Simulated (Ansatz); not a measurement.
**SnH3F (SMILES [F][SnH3]): energies and forces away from the minimum**

Aim: displace all atoms at random from the minimum and see how well density functionals give the CCSD(T) energy and forces there.

The runs use Ansatz 0.2.0, Gaussian basis; single points with forces in def2-TZVPP.

Levels: PBE-D4, r2SCAN-D4, PBE0-D4, wB97M-V, Hartree-Fock, MP2, CCSD, CCSD(T). Each coordinate is moved by a Gaussian draw of the width named (0.7 of it for atoms other than hydrogen): 0.09, 0.12, 0.04, 0.12 Å.

Cores are frozen in the correlated methods. Filled d shells of the heavier atoms are correlated. Core potentials replace the inner electrons past krypton, and spin-orbit coupling is left out.

11 further runs of the same task are left out: 11 set aside as unsound or not needed.

## 1. Where the work starts

The minimum, relaxed at PBE0-D4: SMILES `[F][SnH3]`, 5 atoms, charge 0, spin multiplicity 1.

Atoms are counted from 1 here; the program's logs count them from 0.

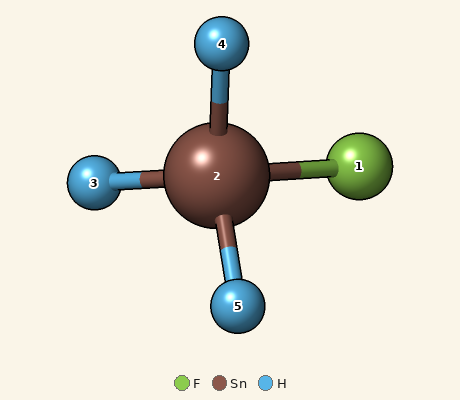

As it starts; fluorine green, tin brown, hydrogen blue; atoms are numbered from 1 in the order of the file.

Geometry (Å):

```mol
FH3Sn
  3D, bonds by distance, orders not assigned

  5  4  0  0  0  0  0  0  0  0999 V2000
   -1.2850    0.7183    1.0050 F   0  0
    0.1004   -0.0659   -0.0790 Sn  0  0
   -0.5284   -0.0548   -1.6591 H   0  0
    0.3189   -1.6265    0.5606 H   0  0
    1.4441    0.9552    0.1310 H   0  0
  1  2  8  0
  2  3  8  0
  2  4  8  0
  2  5  8  0
M  END
```

Energies of the minimum (eV), from earlier single points: PBE-D4 -8595.83284, r2SCAN-D4 -8599.71594, PBE0-D4 -8596.15008, B3LYP-D4 -8600.93649, wB97M-V -8596.37558, CCSD(T) -8577.10576.

## 2. Structure 1, width 0.09 Å

ccsdt-tzvpp/in.yaml

```yaml
crystal:
  periodic: [false, false, false]
  atoms:
    - {symbol: F, position_ang: [-1.352003, 0.770849, 0.933674]}
    - {symbol: Sn, position_ang: [0.087586, -0.161220, -0.090338]}
    - {symbol: H, position_ang: [-0.628430, -0.002626, -1.775673]}
    - {symbol: H, position_ang: [0.220255, -1.589157, 0.526854]}
    - {symbol: H, position_ang: [1.431168, 0.997763, 0.100417]}
basis:
  gaussian: {orbitals: def2-TZVPP}
correlation: {method: ccsd_t}
output: {forces: true}
```

No record of the launch command was kept for these runs.

What it wrote:

```text
Functional definition: HF
  name "HF"
  cite "Fock, Z. Phys. 61, 126 (1930) doi:10.1007/BF01340294"
  parent pbe
  exchange = exact_x
  correlation = 0
903 factors; integrals over basis functions are off by at most 7.1e-4 eV
mean field evaluation 1: about -8557.6039 eV, gradient 3.3e1 eV
mean field evaluation 2: about -8557.6811 eV, gradient 3.3e1 eV
mean field evaluation 4: about -8559.8622 eV, gradient 1.9e0 eV
mean field evaluation 8: about -8559.8893 eV, gradient 1.2e-1 eV
mean field evaluation 16: about -8558.8359 eV, gradient 2.7e1 eV
mean field -8559.88938188 eV, -314.5701326826 hartree, gradient 2.0e-6 eV, S^2 0.000000; 0 other end points of the search recorded, 0 dependent functions left out
5 core orbitals not correlated: weight in the atoms' cores, before any rotation towards them, 1.000 or more for the frozen orbitals, at most 0.000 for the correlated occupied ones
reference -8559.88938188 eV, -314.5701326826 hartree; 12, 12 occupied and 106, 106 virtual orbitals, 903 factors
second order -16.07079258 eV of doubles, -0.00000000 eV of singles
cycle   1  -15.84672432 eV  change    2.2e-1 eV  update   1.0e-1
cycle   2  -16.24928157 eV  change   -4.0e-1 eV  update   3.4e-2
cycle   3  -16.35774564 eV  change   -1.1e-1 eV  update   1.9e-2
cycle   4  -16.34815209 eV  change    9.6e-3 eV  update   4.4e-3
cycle   5  -16.34496263 eV  change    3.2e-3 eV  update   1.7e-3
cycle   6  -16.34545195 eV  change   -4.9e-4 eV  update   5.7e-4
cycle   7  -16.34550321 eV  change   -5.1e-5 eV  update   2.3e-4
cycle   8  -16.34541642 eV  change    8.7e-5 eV  update   7.6e-5
cycle   9  -16.34542330 eV  change   -6.9e-6 eV  update   2.8e-5
cycle  10  -16.34545149 eV  change   -2.8e-5 eV  update   9.1e-6
perturbative correction -0.43708151 eV, -0.0160624493 hartree
the calculation of the forces begins
Total energy: -8576.67191488 eV, -315.1868793947 hartree
Atom 0 at    -1.352003     0.770849     0.933674 Å, force     1.054450    -0.806062    -0.611436 eV/Å
Atom 1 at     0.087586    -0.161220    -0.090338 Å, force    -1.259662     4.226550    -1.645698 eV/Å
Atom 2 at    -0.628430    -0.002626    -1.775673 Å, force     0.748490    -0.329300     1.448825 eV/Å
Atom 3 at     0.220255    -1.589157     0.526854 Å, force     0.231508    -2.171970     0.921171 eV/Å
Atom 4 at     1.431168     0.997763     0.100417 Å, force    -0.774786    -0.919218    -0.112863 eV/Å
Dipole moment:     0.504215    -0.429427    -0.261882 e Å
```

Wall time 62 s (2 threads, shared host); peak memory 1.1 GiB.

The other levels were run on the same coordinates; their logs were not kept, and their results stand in the tables.

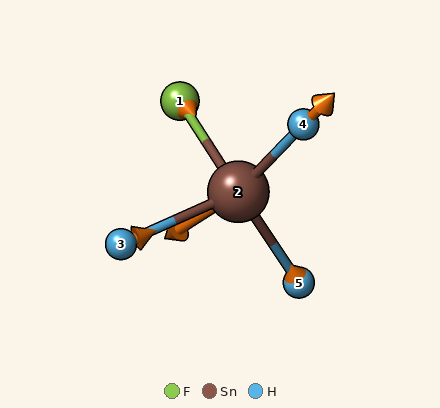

Forces at CCSD(T); the longest arrow is 4.71 eV/Å.

| method | RMS force component (eV/Å) | RMS error against CCSD(T) (eV/Å) | angle to CCSD(T) forces (°) | dipole (D) |
| --- | --- | --- | --- | --- |
| PBE-D4 | 1.402 | 0.275 | 10.0 | 3.17 |
| r2SCAN-D4 | 1.465 | 0.099 | 3.4 | 3.31 |
| PBE0-D4 | 1.491 | 0.082 | 3.1 | 3.39 |
| wB97M-V | 1.494 | 0.061 | 2.3 | 3.43 |
| CCSD(T) | 1.509 | reference | reference | 3.42 |

## 3. Structure 2, width 0.12 Å

ccsdt-tzvpp/in.yaml

```yaml
crystal:
  periodic: [false, false, false]
  atoms:
    - {symbol: F, position_ang: [-1.215184, 0.720764, 0.934306]}
    - {symbol: Sn, position_ang: [0.003318, -0.122422, -0.073580]}
    - {symbol: H, position_ang: [-0.545750, 0.057254, -1.621866]}
    - {symbol: H, position_ang: [0.297799, -1.640343, 0.613966]}
    - {symbol: H, position_ang: [1.524123, 0.871370, 0.263904]}
basis:
  gaussian: {orbitals: def2-TZVPP}
correlation: {method: ccsd_t}
output: {forces: true}
```

What it wrote:

```text
[... 6 set-up lines as earlier in the session ...]
900 factors; integrals over basis functions are off by at most 7.4e-4 eV
mean field evaluation 1: about -8558.0947 eV, gradient 3.1e1 eV
mean field evaluation 2: about -8558.1937 eV, gradient 3.1e1 eV
mean field evaluation 4: about -8559.9604 eV, gradient 1.7e0 eV
mean field evaluation 8: about -8559.9817 eV, gradient 8.6e-2 eV
mean field evaluation 16: about -8559.2065 eV, gradient 2.3e1 eV
mean field -8559.98176029 eV, -314.5735275267 hartree, gradient 2.0e-6 eV, S^2 0.000000; 0 other end points of the search recorded, 0 dependent functions left out
5 core orbitals not correlated: weight in the atoms' cores, before any rotation towards them, 1.000 or more for the frozen orbitals, at most 0.000 for the correlated occupied ones
reference -8559.98176029 eV, -314.5735275267 hartree; 12, 12 occupied and 106, 106 virtual orbitals, 900 factors
second order -15.96545390 eV of doubles, -0.00000000 eV of singles
cycle   1  -15.79772905 eV  change    1.7e-1 eV  update   9.3e-2
cycle   2  -16.18787675 eV  change   -3.9e-1 eV  update   2.9e-2
cycle   3  -16.27438342 eV  change   -8.7e-2 eV  update   1.6e-2
cycle   4  -16.26533145 eV  change    9.1e-3 eV  update   3.5e-3
cycle   5  -16.26270100 eV  change    2.6e-3 eV  update   1.2e-3
cycle   6  -16.26306421 eV  change   -3.6e-4 eV  update   3.5e-4
cycle   7  -16.26302421 eV  change    4.0e-5 eV  update   1.3e-4
cycle   8  -16.26296081 eV  change    6.3e-5 eV  update   3.7e-5
cycle   9  -16.26296774 eV  change   -6.9e-6 eV  update   1.5e-5
cycle  10  -16.26297851 eV  change   -1.1e-5 eV  update   4.7e-6
perturbative correction -0.41413649 eV, -0.0152192353 hartree
the calculation of the forces begins
Total energy: -8576.65887529 eV, -315.1864001988 hartree
Atom 0 at    -1.215184     0.720764     0.934306 Å, force    -3.043439     1.877948     2.439858 eV/Å
Atom 1 at     0.003318    -0.122422    -0.073580 Å, force     4.704081    -0.809542    -1.280169 eV/Å
Atom 2 at    -0.545750     0.057254    -1.621866 Å, force    -0.172191    -0.139238    -0.559689 eV/Å
Atom 3 at     0.297799    -1.640343     0.613966 Å, force    -0.223575    -0.089810    -0.160410 eV/Å
Atom 4 at     1.524123     0.871370     0.263904 Å, force    -1.264877    -0.839358    -0.439590 eV/Å
Dipole moment:     0.171648    -0.288571    -0.298159 e Å
```

Run time: 59 s. Hardware: 2 threads, shared host; peak memory 1.1 GiB.

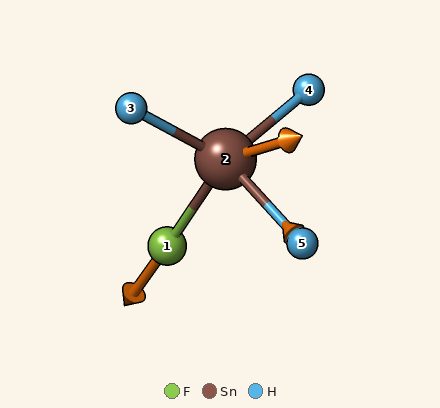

Forces at CCSD(T); the longest arrow is 4.94 eV/Å.

| method | RMS force component (eV/Å) | RMS error against CCSD(T) (eV/Å) | angle to CCSD(T) forces (°) | dipole (D) |
| --- | --- | --- | --- | --- |
| PBE-D4 | 1.908 | 0.257 | 6.5 | 1.98 |
| r2SCAN-D4 | 1.768 | 0.081 | 2.6 | 2.06 |
| PBE0-D4 | 1.738 | 0.075 | 2.4 | 2.12 |
| wB97M-V | 1.796 | 0.051 | 0.9 | 2.14 |
| CCSD(T) | 1.753 | reference | reference | 2.16 |

## 4. Structure 3, width 0.04 Å

ccsdt-tzvpp/in.yaml

```yaml
crystal:
  periodic: [false, false, false]
  atoms:
    - {symbol: F, position_ang: [-1.273682, 0.753158, 1.042218]}
    - {symbol: Sn, position_ang: [0.150496, -0.041027, -0.108858]}
    - {symbol: H, position_ang: [-0.501386, -0.055706, -1.657709]}
    - {symbol: H, position_ang: [0.354301, -1.570162, 0.574847]}
    - {symbol: H, position_ang: [1.421717, 0.962303, 0.106907]}
basis:
  gaussian: {orbitals: def2-TZVPP}
correlation: {method: ccsd_t}
output: {forces: true}
```

What it wrote:

```text
[... 6 set-up lines as earlier in the session ...]
899 factors; integrals over basis functions are off by at most 1.2e-3 eV
mean field evaluation 1: about -8558.0194 eV, gradient 3.3e1 eV
mean field evaluation 2: about -8558.0958 eV, gradient 3.3e1 eV
mean field evaluation 4: about -8560.2233 eV, gradient 1.8e0 eV
mean field evaluation 8: about -8560.2494 eV, gradient 1.1e-1 eV
mean field evaluation 16: about -8559.2266 eV, gradient 2.7e1 eV
mean field -8560.24945244 eV, -314.5833650315 hartree, gradient 2.1e-6 eV, S^2 0.000000; 0 other end points of the search recorded, 0 dependent functions left out
5 core orbitals not correlated: weight in the atoms' cores, before any rotation towards them, 1.000 or more for the frozen orbitals, at most 0.000 for the correlated occupied ones
reference -8560.24945244 eV, -314.5833650315 hartree; 12, 12 occupied and 106, 106 virtual orbitals, 899 factors
second order -16.10073752 eV of doubles, -0.00000000 eV of singles
cycle   1  -15.86440139 eV  change    2.4e-1 eV  update   9.9e-2
cycle   2  -16.25475214 eV  change   -3.9e-1 eV  update   3.2e-2
cycle   3  -16.35671679 eV  change   -1.0e-1 eV  update   1.8e-2
cycle   4  -16.34776902 eV  change    8.9e-3 eV  update   4.2e-3
cycle   5  -16.34475747 eV  change    3.0e-3 eV  update   1.7e-3
cycle   6  -16.34519321 eV  change   -4.4e-4 eV  update   5.5e-4
cycle   7  -16.34525792 eV  change   -6.5e-5 eV  update   2.2e-4
cycle   8  -16.34518874 eV  change    6.9e-5 eV  update   7.3e-5
cycle   9  -16.34519922 eV  change   -1.0e-5 eV  update   2.6e-5
cycle  10  -16.34522412 eV  change   -2.5e-5 eV  update   8.1e-6
perturbative correction -0.42895176 eV, -0.0157636864 hartree
the calculation of the forces begins
Total energy: -8577.02362831 eV, -315.1998046250 hartree
Atom 0 at    -1.273682     0.753158     1.042218 Å, force     1.000178    -0.539406    -0.870295 eV/Å
Atom 1 at     0.150496    -0.041027    -0.108858 Å, force    -1.700086     0.017010     0.943222 eV/Å
Atom 2 at    -0.501386    -0.055706    -1.657709 Å, force    -0.033390     0.006357    -0.088112 eV/Å
Atom 3 at     0.354301    -1.570162     0.574847 Å, force     0.030778    -0.030489    -0.055669 eV/Å
Atom 4 at     1.421717     0.962303     0.106907 Å, force     0.702519     0.546529     0.070854 eV/Å
Dipole moment:     0.490419    -0.249018    -0.399607 e Å
```

Run time: 61 s. Hardware: 2 threads, shared host; peak memory 1.1 GiB.

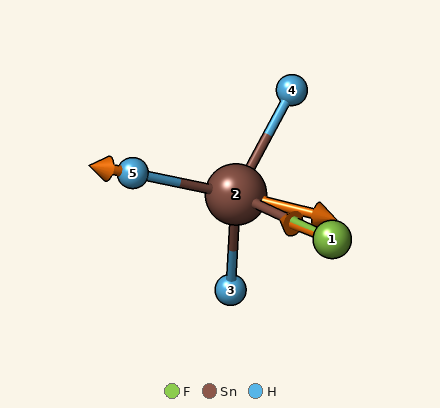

Forces at CCSD(T); the longest arrow is 1.94 eV/Å.

| method | RMS force component (eV/Å) | RMS error against CCSD(T) (eV/Å) | angle to CCSD(T) forces (°) | dipole (D) |
| --- | --- | --- | --- | --- |
| PBE-D4 | 0.561 | 0.267 | 23.3 | 3.03 |
| r2SCAN-D4 | 0.625 | 0.097 | 7.9 | 3.16 |
| PBE0-D4 | 0.653 | 0.087 | 7.5 | 3.24 |
| wB97M-V | 0.617 | 0.066 | 4.0 | 3.27 |
| CCSD(T) | 0.665 | reference | reference | 3.27 |

## 5. Structure 4, width 0.12 Å

ccsdt-tzvpp/in.yaml

```yaml
crystal:
  periodic: [false, false, false]
  atoms:
    - {symbol: F, position_ang: [-1.247974, 0.663079, 1.046757]}
    - {symbol: Sn, position_ang: [0.033599, -0.069285, -0.162154]}
    - {symbol: H, position_ang: [-0.554298, -0.246884, -1.542107]}
    - {symbol: H, position_ang: [0.478475, -1.848553, 0.655855]}
    - {symbol: H, position_ang: [1.503778, 1.078189, 0.127646]}
basis:
  gaussian: {orbitals: def2-TZVPP}
correlation: {method: ccsd_t}
output: {forces: true}
```

What it wrote:

```text
[... 6 set-up lines as earlier in the session ...]
901 factors; integrals over basis functions are off by at most 8.4e-4 eV
mean field evaluation 1: about -8557.1831 eV, gradient 3.2e1 eV
mean field evaluation 2: about -8557.2687 eV, gradient 3.2e1 eV
mean field evaluation 4: about -8559.2465 eV, gradient 1.8e0 eV
mean field evaluation 8: about -8559.2721 eV, gradient 1.1e-1 eV
mean field evaluation 16: about -8558.3493 eV, gradient 2.5e1 eV
mean field -8559.27214682 eV, -314.5474497125 hartree, gradient 1.9e-6 eV, S^2 0.000000; 0 other end points of the search recorded, 0 dependent functions left out
5 core orbitals not correlated: weight in the atoms' cores, before any rotation towards them, 1.000 or more for the frozen orbitals, at most 0.000 for the correlated occupied ones
reference -8559.27214682 eV, -314.5474497125 hartree; 12, 12 occupied and 106, 106 virtual orbitals, 901 factors
second order -16.01565267 eV of doubles, -0.00000000 eV of singles
cycle   1  -15.82672019 eV  change    1.9e-1 eV  update   1.0e-1
cycle   2  -16.24257947 eV  change   -4.2e-1 eV  update   3.4e-2
cycle   3  -16.35192026 eV  change   -1.1e-1 eV  update   1.9e-2
cycle   4  -16.34156383 eV  change    1.0e-2 eV  update   4.4e-3
cycle   5  -16.33825708 eV  change    3.3e-3 eV  update   1.5e-3
cycle   6  -16.33877858 eV  change   -5.2e-4 eV  update   4.9e-4
cycle   7  -16.33874484 eV  change    3.4e-5 eV  update   1.7e-4
cycle   8  -16.33864778 eV  change    9.7e-5 eV  update   5.2e-5
cycle   9  -16.33865214 eV  change   -4.4e-6 eV  update   2.0e-5
cycle  10  -16.33867015 eV  change   -1.8e-5 eV  update   7.1e-6
perturbative correction -0.44119492 eV, -0.0162136143 hartree
the calculation of the forces begins
Total energy: -8576.05201189 eV, -315.1640983801 hartree
Atom 0 at    -1.247974     0.663079     1.046757 Å, force    -0.270554     0.074985    -0.033489 eV/Å
Atom 1 at     0.033599    -0.069285    -0.162154 Å, force     3.904540    -0.812572     5.010712 eV/Å
Atom 2 at    -0.554298    -0.246884    -1.542107 Å, force    -1.547696    -0.249102    -3.468119 eV/Å
Atom 3 at     0.478475    -1.848553     0.655855 Å, force    -0.543115     2.173640    -1.028013 eV/Å
Atom 4 at     1.503778     1.078189     0.127646 Å, force    -1.543175    -1.186951    -0.481091 eV/Å
Dipole moment:     0.233630    -0.110196    -0.509840 e Å
```

Run time: 61 s. Hardware: 2 threads, shared host; peak memory 1.1 GiB.

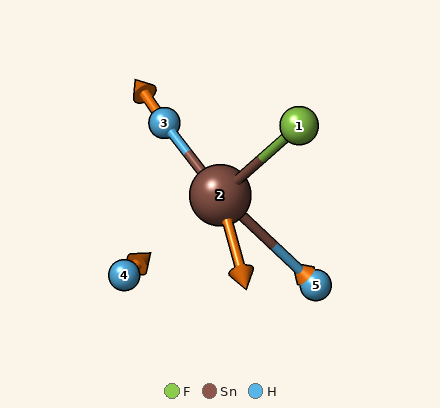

Forces at CCSD(T); the longest arrow is 6.40 eV/Å.

| method | RMS force component (eV/Å) | RMS error against CCSD(T) (eV/Å) | angle to CCSD(T) forces (°) | dipole (D) |
| --- | --- | --- | --- | --- |
| PBE-D4 | 2.061 | 0.269 | 7.4 | 2.55 |
| r2SCAN-D4 | 2.077 | 0.085 | 2.3 | 2.66 |
| PBE0-D4 | 2.099 | 0.068 | 1.8 | 2.73 |
| wB97M-V | 2.118 | 0.058 | 1.4 | 2.76 |
| CCSD(T) | 2.092 | reference | reference | 2.75 |

## 6. All structures together

Energy above the minimum (kJ/mol):

| structure | width (Å) | PBE-D4 | r2SCAN-D4 | PBE0-D4 | wB97M-V | Hartree-Fock | MP2 | CCSD | CCSD(T) |
| --- | --- | --- | --- | --- | --- | --- | --- | --- | --- |
| 1 | 0.09 | 33.3 | 38.4 | 39.5 | 40.5 | 47.0 | 43.7 | 43.1 | 41.9 |
| 2 | 0.12 | 48.0 | 43.4 | 42.6 | 44.8 | 38.1 | 45.0 | 42.1 | 43.1 |
| 3 | 0.04 | 6.6 | 7.8 | 8.5 | 7.1 | 12.2 | 6.1 | 8.4 | 7.9 |
| 4 | 0.12 | 90.7 | 96.9 | 97.8 | 102.3 | 106.5 | 108.6 | 103.3 | 101.7 |

What each level costs and misses (shared host):

| method | mean energy error from CCSD(T) (kJ/mol) | mean time a point |
| --- | --- | --- |
| PBE-D4 | 6.4 | 1 s |
| r2SCAN-D4 | 2.1 | 1.9 s |
| PBE0-D4 | 1.8 | 1.3 s |
| wB97M-V | 1.1 | 4 s |
| Hartree-Fock | 4.8 | part of the CCSD(T) run |
| MP2 | 3.1 | part of the CCSD(T) run |
| CCSD | 1.1 | part of the CCSD(T) run |
| CCSD(T) | 0 | 61 s |

For cost: wB97M-V comes within 1.1 kJ/mol at 4 s a point, where CCSD(T) needs 61 s.

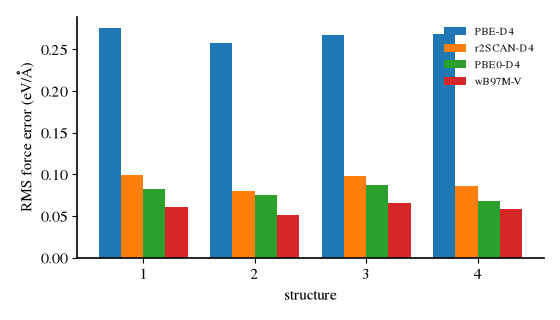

Force errors against CCSD(T).

## 7. Outcome

| quantity | value |
| --- | --- |
| energy above the minimum, CCSD(T) | 41.9, 43.1, 7.9, 101.7 kJ/mol |
| mean energy error | PBE-D4 6.4, r2SCAN-D4 2.1, PBE0-D4 1.8, wB97M-V 1.1, Hartree-Fock 4.8, MP2 3.1, CCSD 1.1 kJ/mol |
| mean RMS force error | PBE-D4 0.267, r2SCAN-D4 0.091, PBE0-D4 0.078, wB97M-V 0.059 eV/Å |
| largest T1 diagnostic | 0.015 |

In words: In energy CCSD is nearest to CCSD(T) and PBE-D4 farthest. For forces wB97M-V is best, off by 4 % of the typical force, and PBE-D4 worst (18 %); with few structures and a triple-zeta reference, gaps of a few points rank nothing.
